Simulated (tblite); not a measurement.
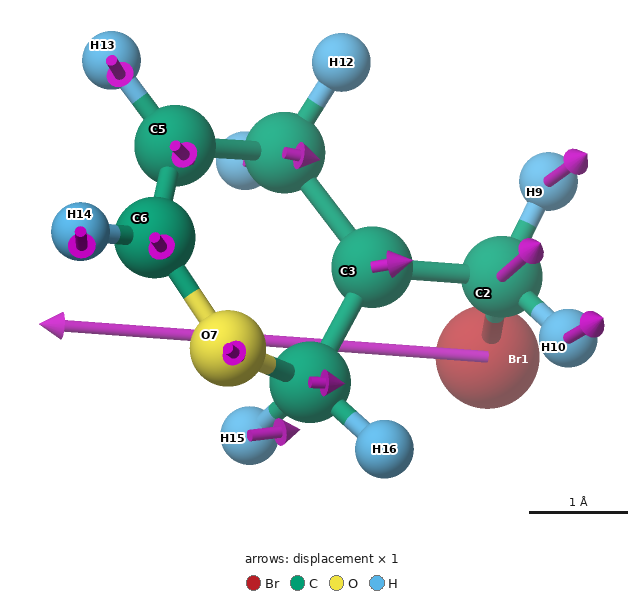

A relaxation of C6H8BrO (multiplicity 2). The starting structure is drawn; purple arrows show the displacements, at their true length. The two geometries are superimposed by the best rigid fit.

Style: ball-and-stick. Shown from a free direction.

Theory: GFN2-xTB geometry optimisation, gas phase in tblite. 

**Which element moves most?**

Bromine: up to 4.70 Å, against 0.99 Å for carbon.

**What did the optimiser do to the structure, and how much energy did it gain?**

Over 152 geometry steps the energy falls by 0.527 eV. The largest move after the best rigid fit is that of the Br atom, 4.70 Å. By element the largest moves are Br 4.70 Å, C 0.99 Å, H 0.83 Å, O 0.36 Å. Among the contacts that change: Br–C 1.940 → 5.469 Å, Br–C 4.926 → 2.868 Å, Br–C 2.803 → 4.188 Å, C–C 1.467 → 1.321 Å. Bonds break, among them: Br–C (1.94 → 5.47 Å). Among the angles between lasting bonds that change: C–C–H 111.5° → 121.8°, C–C–H 112.9° → 121.7°, H–C–H 107.7° → 116.5°.
